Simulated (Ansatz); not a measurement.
F2HSi2 (charge +1)

Input file:

```
crystal:
  periodic: [false, false, false]
  atoms:
    - {symbol: F, position_ang: [0.024668, 1.942847, 0.950663]}
    - {symbol: F, position_ang: [-0.758497, -0.303784, 0.215140]}
    - {symbol: Si, position_ang: [-1.028896, 1.498700, -0.154425]}
    - {symbol: Si, position_ang: [0.129091, -1.788156, 0.897164]}
    - {symbol: H, position_ang: [1.404835, -1.326716, 0.207508]}
basis:
  gaussian:
    orbitals: def2-TZVPD
total_charge: 1
output: {forces: true, orbitals: {seedname: orbitals}}
hamiltonian:
  xc: pbe0
```

Launched as:

```sh
ansatz run input.yaml --threads 1 --pin off --max-ram 2610MiB --events-out events.jsonl --progress --plain --runs-dir runs
```

Geometry: B3LYP/6-31G*.

These are results of isolated molecule in a Gaussian basis; Kohn-Sham density functional theory, functional PBE0 (Ansatz), not measurements.

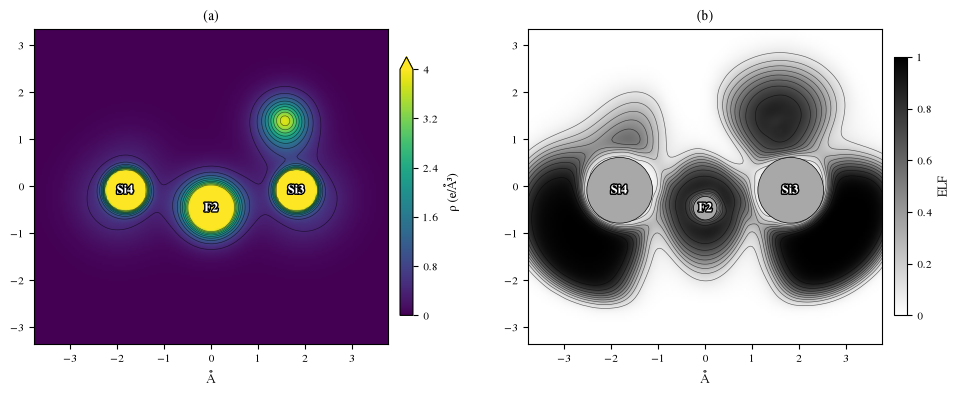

Figure 1. (a) electron density; (b) ELF on the plane of atoms Si3, F2 and Si4. Grey discs cover the atomic cores in the ELF map.

Interpret the plot.

Answer.
- The plane passes through F and Si nuclei.
- The ELF also peaks beside Si4, F2, Si3 and F1, away from the bonds: lone-pair regions.

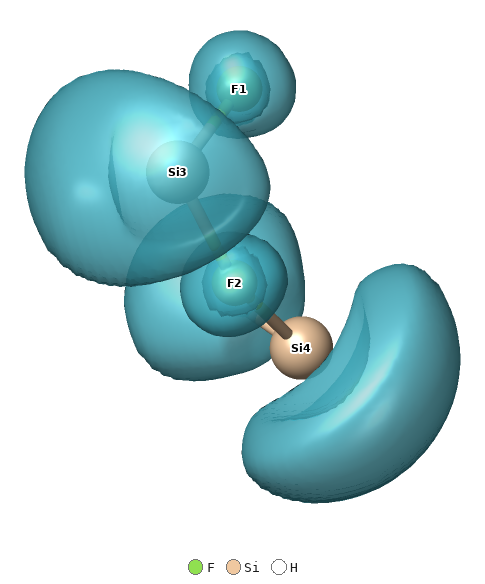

Figure 2. Isosurface of the electron localisation function at 0.8 (cyan), seen at an oblique angle. Core shells and regions of very low density are left out.

Describe the localisation domains.

Answer. At this value the surface marks out one region around a hydrogen nucleus, two lobes on Si, pointing away from the bonds (lone pairs) and two regions wrapped around F (its lone pairs, merged into a ring or cap). Along the contacts the grid gives the following. Si–F (1.59 Å): the ELF peaks at about 0.85 in the valence shell of F, 0.6 Å from its nucleus, and is about 0.50 at the midpoint. Si–H (1.52 Å): the ELF climbs to about 1 towards the hydrogen, as it does in any bond to H.

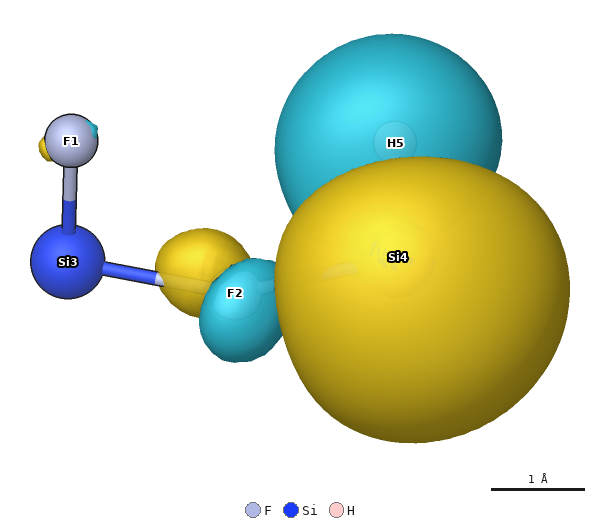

Figure 3. The HOMO at ±0.08 Å⁻³ᐟ² (yellow and cyan are the two phases), seen across its widest extent.

Describe this orbital and give its energy.

Answer. Its weight (Hirshfeld) is mainly on Si4 (about 70 %) and H5 (about 20 %). Its energy is −12.82 eV.

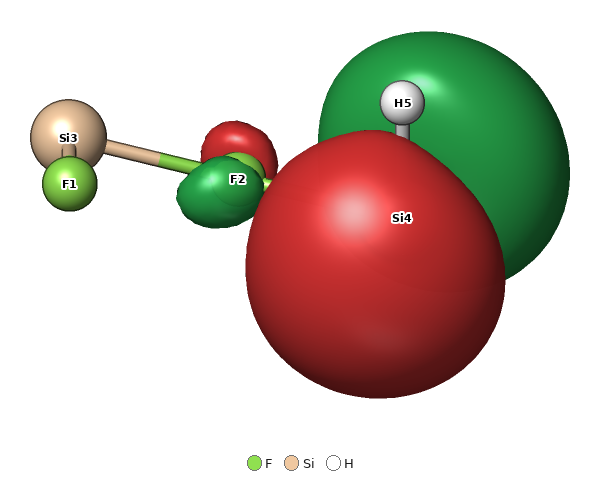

Figure 4. The LUMO at ±0.1 Å⁻³ᐟ² (green and red are the two phases), seen from one side.

Describe this orbital and give its energy.

Answer. By Hirshfeld shares it lies mainly on Si4 (about 90 %). Its energy is −8.26 eV.
